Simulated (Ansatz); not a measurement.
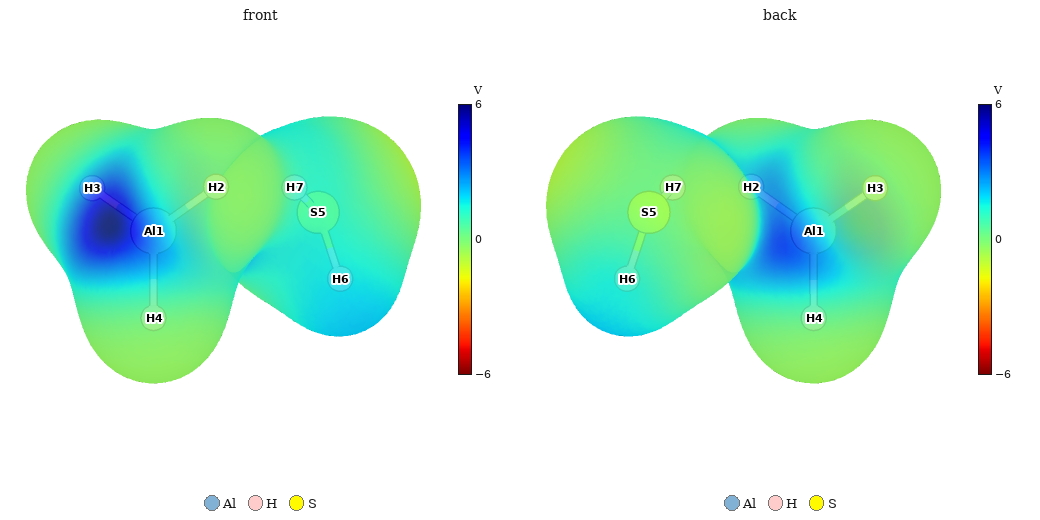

Figure 1: AlH₃···H₂S. The molecular electrostatic potential painted on the density surface at 0.004 e/bohr³, seen from the front and from behind; red is negative and blue positive.

Not at a stationary point (largest force 0.7 eV/Å).

Method: Ansatz 0.2.0, RKS B3LYP/def2-mTZVP.

Input

```
crystal:
  periodic: [false, false, false]
  atoms:
    - { symbol: Al, position_ang: [0.0, 0.0, 0.0] }
    - { symbol: H, position_ang: [0.0, 0.0, 1.91] }
    - { symbol: H, position_ang: [1.351, 0.0, -0.78] }
    - { symbol: H, position_ang: [-1.351, 0.0, -0.78] }
    - { symbol: S, position_ang: [0.107, -2.427, 0.8072] }
    - { symbol: H, position_ang: [-0.6505, -3.2374, -0.0469] }
    - { symbol: H, position_ang: [0.0431, -0.9786, 1.9592] }
basis:
  gaussian: { orbitals: def2-mTZVP }
hamiltonian:
  xc: b3lyp
relax:
  f_tol: 0.15
  max_steps: 25
  restrain:
    - { distance: [0, 4], at: 3.46, k: 30.0 }
    - { distance: [6, 1], at: 1.86, k: 30.0 }
    - { distance: [0, 1], at: 1.56, k: 30.0 }
    - { distance: [6, 4], at: 1.4, k: 30.0 }
output:
  orbitals: {}
```

Command:

```sh
ansatz run input.yaml --threads 1 --pin off --max-ram 2048MiB --backend cpu --events-out ev --progress --plain --runs-dir out
```

The fields are those of the run's last geometry, not of the input's.

Describe the electrostatic potential map.

Answer. The most negative region (about −0.8 V) lies over S5, the most positive (about +5.5 V) over Al1.
